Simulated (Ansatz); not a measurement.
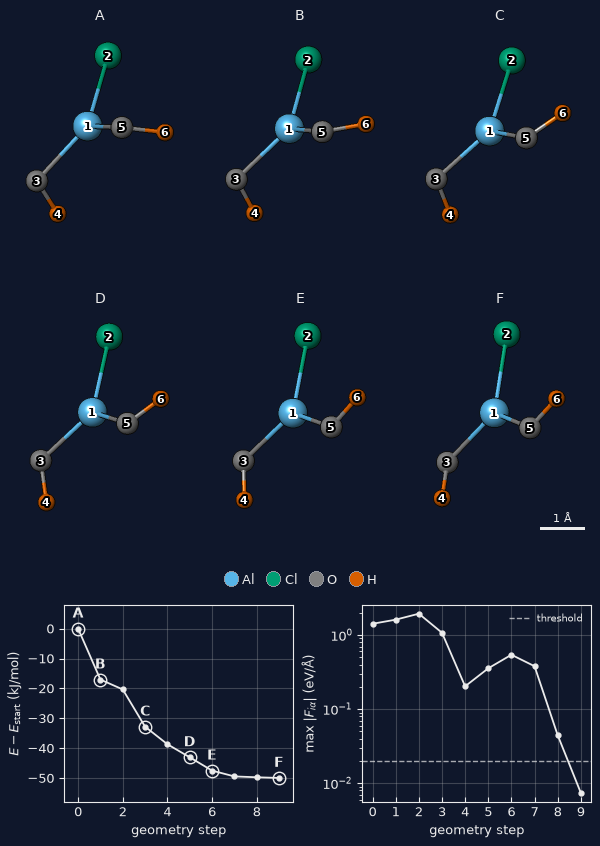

Frames of a relaxation of AlH₂O₂Cl, marked on the history of the run. The picture is a ball-and-stick view, seen from a free direction.

The run prepares the start of a later molecular dynamics calculation, from a guessed geometry.

Method: RKS PBE/6-31G* in Ansatz 0.2.0. (no spin polarisation; force threshold 0.02 eV/Å; at most 40 steps)

Describe the path.

Answer. H4 moves most after the best rigid fit: 0.65 Å. Largest moves by element: H 0.65 Å, O 0.54 Å, Al 0.26 Å, Cl 0.25 Å. Some distances before and after: Al1–Cl2 2.230 → 2.109 Å, Al1–O3 1.780 → 1.714 Å, Al1–O5 1.780 → 1.718 Å, O3–H4 1.010 → 0.975 Å. Bond angles that change, for instance: Al1–O5–H6 109.5° → 118.2°, Al1–O3–H4 109.5° → 116.6°, Cl2–Al1–O3 120.0° → 117.9°. Groups turn about Al1–O3 by about 90°, Al1–O5 by about 65°. Over 9 geometry steps the energy falls by 49.9 kJ/mol. Largest force component: 1.4 eV/Å at the start, 0.0074 eV/Å at the end. Cost: 26 s on 1 thread of Arm Neoverse V1, with other jobs on the host, peak memory 0.13 GiB. From step 0 to 1: H6 moves most (0.19 Å), energy −17.0 kJ/mol. From step 1 to 3: H6 moves most (0.26 Å), energy −15.8 kJ/mol. From step 3 to 5: H4 moves most (0.31 Å), energy −10.2 kJ/mol. From step 5 to 6: H4 moves most (0.20 Å), energy −4.45 kJ/mol. From step 6 to 9: H4 moves most (0.11 Å), energy −2.45 kJ/mol.

```tsv
step	E − E(0), kJ/mol	largest force component, eV/Å
0	0.00	1.4184
1	-17.04	1.6121
2	-20.34	1.9394
3	-32.79	1.0730
4	-38.67	0.2031
5	-43.04	0.3555
6	-47.50	0.5415
7	-49.44	0.3793
8	-49.72	0.0444
9	-49.95	0.0074
```
